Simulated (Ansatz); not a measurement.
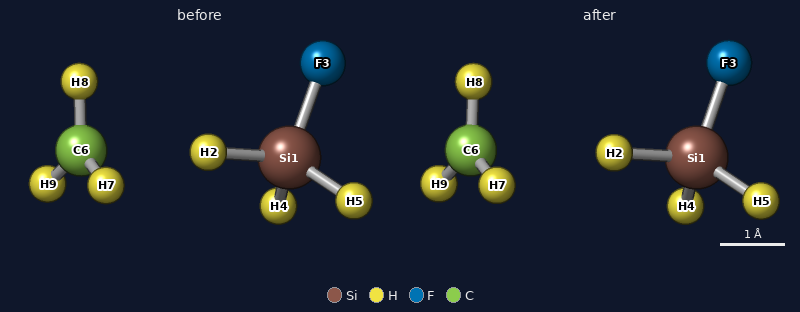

The structure of CH6FSi (multiplicity 2) before (left) and after (right) a relaxation, at one scale.

Style: ball-and-stick. Shown at a tilt.

The run prepares an end point of a later path (reaction) calculation, from a guessed geometry.

Level of theory: UKS PBE-D4/6-31G* in Ansatz 0.2.0. (collinear spin; force threshold 0.03 eV/Å; at most 50 steps)

Q: What changed between the two?

A: Over 5 geometry steps the energy falls by 0.020 eV. Largest force component: 0.62 eV/Å at the start, 0.0032 eV/Å at the end. The atom that moves furthest after the best rigid fit is C6 (0.19 Å). Largest moves by element: C 0.19 Å, H 0.16 Å, Si 0.13 Å, F 0.12 Å. Among the contacts that change: Si1–H2 1.476 → 1.501 Å. The run took 16 s on 1 thread of Arm Neoverse V2 (shared host), peak memory 0.14 GiB.

Limits of the set-up: the start holds two separate molecules, 2.3 Å apart at their closest, whose relative position is a soft coordinate.
